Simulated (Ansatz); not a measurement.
# Fields on a plane of CsSnI3 (cubic perovskite)

```xyz
5
Lattice="6.2251 0.0000 0.0000 0.0000 6.2251 0.0000 0.0000 0.0000 6.2251" Properties=species:S:1:pos:R:3 pbc="T T T"
Cs     0.0000     0.0000     0.0000
Sn     3.1126     3.1126     3.1126
I      0.0000     3.1126     3.1126
I      3.1126     3.1126     0.0000
I      3.1126     0.0000     3.1126
```

The slice is a {110} plane (indices of the conventional cell) through the point (0.000, 0.500, 0.500) (fractional), spanned by u = [100] and v = [011] in vectors of this cell: u (6.23 Å) and v (8.80 Å, at 90° to u). It covers one period; positions are fractions (u, v).

Atoms on it: Cs at (0.00, 0.50); Sn at (0.50, 0.00); I at (0.00, 0.00).

Computed with r2SCAN (plane waves to 500 eV, PAW, scalar-relativistic; Ansatz, a first-principles code). k mesh 6×6×6. Inside the PAW spheres the values are not all-electron values, and peaks at nuclei hang on which shells count as valence. CsSnI3 was relaxed with its symmetry unable to fall. Spin-orbit coupling is left out, though I is heavy. The PAW data are Ansatz's earlier set. This is a high-temperature form of CsSnI3.

```
|xxxx44777744333322xxxxxx22333344777744xx|
|3344667777332233332211223333223377776644|
|7777888855221133333333333333112255888877|
|9999887733110011223333332211001133778899|
|8888775511000000111111111100000011557788|
|4444331100000000000000000000000000113344|
|0000000000000000000000000000000000000000|
|0000000000000000000000000000000000000000|
|4444220000000000000000000000000000002244|
|9999885511000000000000000000000011558899|
|9999998855000000000000000000000055889999|
|9999999988330000000000000000003388999999|
|xxxx9999995500000000000000000055999999xx|
|xxxx8899996611000000000000001166999988xx|
|xxxx9999995500000000000000000055999999xx|
|9999999988330000000000000000003388999999|
|9999998855000000000000000000000055889999|
|9999885511000000000000000000000011558899|
|4444220000000000000000000000000000002244|
|0000000000000000000000000000000000000000|
|0000000000000000000000000000000000000000|
|4444331100000000000000000000000000113344|
|8888775511000000111111111100000011557788|
|9999887733110011223333332211001133778899|
|7777888855221133333333333333112255888877|
|3344667777332233332211223333223377776644|
|xxxx44777744333322xxxxxx22333344777744xx|
|xxxx33667744333311xxxxxx11333344776633xx|
```
Scale: ten equal steps from 0.00 (start of '0') to 0.90 (end of '9'), in the order '0123456789'. Values: electron localisation function (ELF). The map has 20 points along u (two characters each, u = 0 at the left) and 28 along v (v = 0 in the bottom row). Points within 0.5 Å of a nucleus are blanked (x), as the pseudised field means little there.

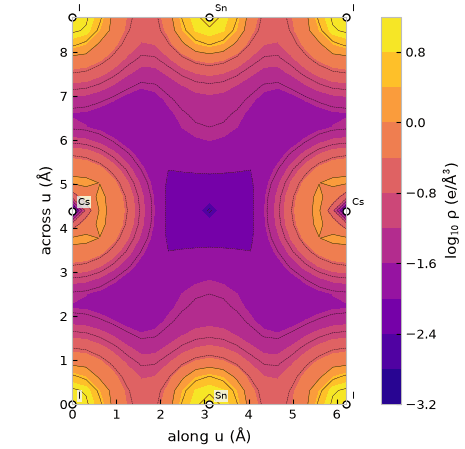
Fig. 1. Log₁₀ of the valence density in e/Å³, one period of the plane, atoms marked. The scale is logarithmic, as a density can span decades between atoms and voids; values under 0.001 e/Å³ are set to 0.001.
